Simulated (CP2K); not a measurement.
**C2H5ClSi (SMILES ClC1C[SiH2]1): GFN1-xTB**

Aim: the energy change on altering one bond length of C2H5ClSi at GFN1-xTB, from 2 runs. 

The results are computed with CP2K 2026.2.

1 further run of the same task is left out (set aside as unsound or not needed).

## (1) The system as given

C2H5ClSi has 9 atoms, charge 0, and is taken as a singlet. As SMILES, `ClC1C[SiH2]1`. The shape is that of a PBE0-D4/def2-TZVP optimisation.

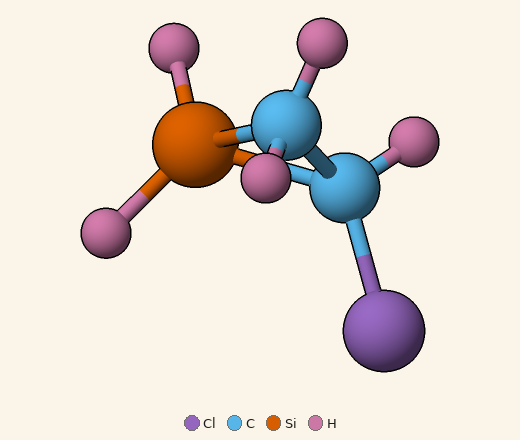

The structure, seen from a chosen angle (chlorine purple, carbon blue, silicon orange, hydrogen pink).

## (2) A single-point energy at GFN1-xTB

The input, job.inp:

```
&GLOBAL
    PROJECT job
    RUN_TYPE ENERGY
    PRINT_LEVEL MEDIUM
&END GLOBAL
&FORCE_EVAL
    METHOD Quickstep
    &DFT
        &QS
            METHOD XTB
            EPS_DEFAULT 1.0E-10
            &XTB
                GFN_TYPE 1
                CHECK_ATOMIC_CHARGES F
            &END XTB
        &END QS
        &POISSON
            PERIODIC NONE
            POISSON_SOLVER ANALYTIC
        &END POISSON
        &SCF
            SCF_GUESS ATOMIC
            EPS_SCF 1.0E-07
            MAX_SCF 40
            &OT
                MINIMIZER DIIS
                PRECONDITIONER FULL_ALL
            &END OT
            &OUTER_SCF
                EPS_SCF 1.0E-07
                MAX_SCF 8
            &END OUTER_SCF
        &END SCF
        &PRINT
            &MOMENTS
                PERIODIC F
                REFERENCE COM
                MAX_MOMENT 1
            &END MOMENTS
            &MO_CUBES
                NLUMO 1
                NHOMO -1
                WRITE_CUBE F
            &END MO_CUBES
            &HIRSHFELD OFF
            &END HIRSHFELD
        &END PRINT
    &END DFT
    ! structure
    &SUBSYS
        &CELL
            ABC 14.7 15.4 16.4
            PERIODIC NONE
        &END CELL
        &COORD
            SCALED T
            Cl   0.43687755   0.49539935   0.36702439
            C    0.44827891   0.54670455   0.46241463
            C    0.54168027   0.54226299   0.50360976
            Si   0.44998639   0.48510714   0.55959756
            H    0.41719048   0.61054221   0.46091463
            H    0.59126531   0.50152273   0.47288415
            H    0.56993197   0.60354870   0.52424390
            H    0.44758503   0.38945779   0.55562195
            H    0.40873469   0.52451623   0.63297561
        &END COORD
    &END SUBSYS
&END FORCE_EVAL
```

Run with:

```
$ OMP_NUM_THREADS=1 cp2k.psmp job.inp > job.out
```

What it wrote:

```text
CP2K| version string:                                       CP2K version 2026.2
[...]
 GLOBAL| Method name                                                        CP2K
[...]
 GLOBAL| Run type                                                         ENERGY
[...]
                             - Atoms:                                          9
[...]
                             - Spherical basis functions:                     36
[...]
 Number of electrons:                                                         24
[...]
     1 OT DIIS     0.15E+00    0.0     0.02915771       -12.9459756935 -1.29E+01
[...]
    10 OT DIIS     0.15E+00    0.0     0.00000008       -12.9600192694 -4.56E-12
  *** SCF run converged in    10 steps ***
[...]
 TB_DIPOLE| Moment [Debye]          0.17923676       0.27790551       1.94334652
 TB_DIPOLE| Derivative [a.u.]       0.00000000       0.00000000       0.00000000
[...]
 ENERGY| Total FORCE_EVAL ( QS ) energy [hartree]            -12.960019269380094
[...]
```

It took 0.32 s on 1 thread of Arm Neoverse V2, shared host.

## (3) The distorted shape, same level

The input, job.inp:

```
&GLOBAL
  PROJECT_NAME job
  RUN_TYPE ENERGY
  PRINT_LEVEL MEDIUM
&END GLOBAL

&FORCE_EVAL
  METHOD Quickstep
  &DFT
    &QS
      METHOD XTB
      EPS_DEFAULT 1.0E-10
      &XTB
        GFN_TYPE 1
        CHECK_ATOMIC_CHARGES F
      &END XTB
    &END QS
    &POISSON
      PERIODIC NONE
      POISSON_SOLVER ANALYTIC
    &END POISSON
    &SCF
      SCF_GUESS ATOMIC
      EPS_SCF 1.0E-07
      MAX_SCF 40
      &OT
        MINIMIZER DIIS
        PRECONDITIONER FULL_ALL
      &END OT
      &OUTER_SCF
        EPS_SCF 1.0E-07
        MAX_SCF 8
      &END OUTER_SCF
    &END SCF
    &PRINT
      &MOMENTS
        PERIODIC F
        REFERENCE COM
        MAX_MOMENT 1
      &END MOMENTS
      &MO_CUBES
        NLUMO 1
        NHOMO -1
        WRITE_CUBE F
      &END MO_CUBES
      &HIRSHFELD OFF
      &END HIRSHFELD
    &END PRINT
  &END DFT
  &SUBSYS
    &CELL
      ABC 14.7 15.7 16.4
      PERIODIC NONE
    &END CELL
    &COORD
      SCALED T
      Cl   0.43731248   0.48609545   0.36702439
      C    0.44871384   0.53642029   0.46241463
      C    0.54211520   0.53206360   0.50360976
      Si   0.45042133   0.47599990   0.55959756
      H    0.40829976   0.61782175   0.46046470
      H    0.59170024   0.49210182   0.47288415
      H    0.57036690   0.59217825   0.52424390
      H    0.44801997   0.38217825   0.55562195
      H    0.40916963   0.51465596   0.63297561
    &END COORD
  &END SUBSYS
&END FORCE_EVAL
```

Run with:

```
$ OMP_NUM_THREADS=1 cp2k.psmp -i job.inp -o job.out
```

What it wrote:

```text
CP2K| version string:                                       CP2K version 2026.2
[...]
 GLOBAL| Method name                                                        CP2K
[...]
 GLOBAL| Run type                                                         ENERGY
[...]
                             - Atoms:                                          9
[...]
                             - Spherical basis functions:                     36
[...]
 Number of electrons:                                                         24
[...]
     1 OT DIIS     0.15E+00    0.0     0.02848185       -12.9145565935 -1.29E+01
[...]
    11 OT DIIS     0.15E+00    0.0     0.00000003       -12.9280889904 -6.16E-13
  *** SCF run converged in    11 steps ***
[...]
 TB_DIPOLE| Moment [Debye]          0.25407092       0.11193623       1.89548352
 TB_DIPOLE| Derivative [a.u.]       0.00000000       0.00000000       0.00000000
[...]
 ENERGY| Total FORCE_EVAL ( QS ) energy [hartree]            -12.928088990425486
[...]
```

It took 0.32 s on 1 thread of Arm Neoverse V2, shared host.

## (4) Results

At GFN1-xTB:

| quantity | value |
| --- | --- |
| first shape: total energy | -12.96002 Eh |
| first shape: dipole moment (from atomic charges alone) | 1.97 D |
| first shape: HOMO energy | -10.69 eV |
| first shape: dispersion energy | -8.10 kJ/mol |
| distorted shape: total energy | -12.92809 Eh |
| distorted shape: dipole moment (from atomic charges alone) | 1.92 D |
| distorted shape: HOMO energy | -10.71 eV |
| distorted shape: dispersion energy | -8.43 kJ/mol |
| energy change with the C2–H5 bond stretched from 1.084 to 1.410 Å | 0.869 eV |

In words: With the C2–H5 bond stretched from 1.084 to 1.410 Å the energy rises by 0.87 eV (20.0 kcal/mol). The first shape isn't relaxed at this level, so the change isn't measured from a minimum. The dipole (first shape) comes from point charges on the atoms alone, without atomic dipoles, so it is partial. The dipole (distorted shape) comes from point charges on the atoms alone, without atomic dipoles, so it is partial.
